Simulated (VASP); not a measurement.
Band structure of ScB (relaxed from the zinc blende structure, space group F-43m). Method: PBEsol GGA, VASP's PBE PAW potentials (set 64) (plane waves; VASP).

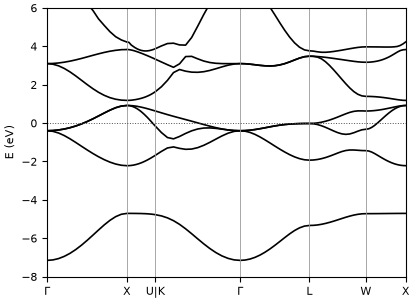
Bands along high-symmetry lines, zero at the valence-band maximum or, without a gap, the Fermi level

Task: Read the plot: is there a gap, and where are the band edges?

Result: It has no gap at this level: it comes out as a metal or semimetal. (Edges off the drawn lines would not show.)

The structure was generated: ScB was put into the zinc blende type (F-43m), which need not be its known phase. It was relaxed first, which changed the volume by -25 %.
